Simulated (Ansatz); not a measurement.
Formation energy of the bound charge states of O interstitial in corundum (start: void with 3O nearest, no. 1; 120-site cell, 2×2×2 Γ-centred sampling) against the Fermi level, O-rich (Δμ(O) = 0.00 eV; only phases computed here count, gases as isolated molecules at 0 K). Computed with PBE, PAW (plane waves to 420 eV; Ansatz, a first-principles code).

Details: 120-site cell; 2×2×2 Γ-centred k-points; host gap 5.85 eV; charged states image-corrected; not converged in cell size; flagged in the runs: a doubtful potential alignment, a host whose relaxation on this sampling wasn't shown to rest.

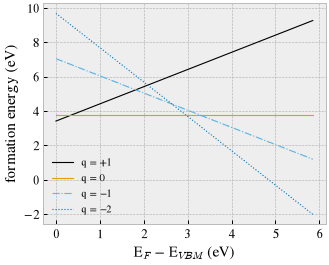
*Formation energy of each charge state against the Fermi level*

Crossings of the lowest lines: (+1/0) at 0.33 eV; (0/−2) at 2.97 eV. At the valence-band maximum: q = +1: 3.42 eV; q = 0: 3.75 eV; q = −1: 7.05 eV; q = −2: 9.69 eV.
